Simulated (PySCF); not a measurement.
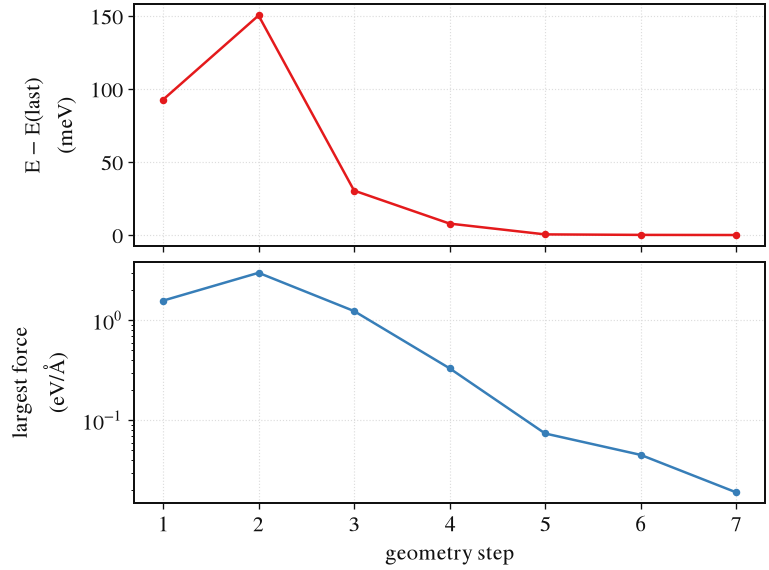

History of a geometry optimisation.

Pyridazine (SMILES c1ccnnc1); PySCF, PBE0-D3(BJ)/def2-SVP, geometry optimisation.

### How did it end, and what did it gain?

The optimisation met its thresholds at geometry 7, counting the start as the first. The energy fell by about 93 meV from the first step to the last, with a rise at step 2. The largest force goes from about 1.6 eV/Å at the start to 0.019 eV/Å at the end, with a peak of 3 eV/Å at step 2.

### By which step was nine tenths of the energy gained?

By step 4 of 7.
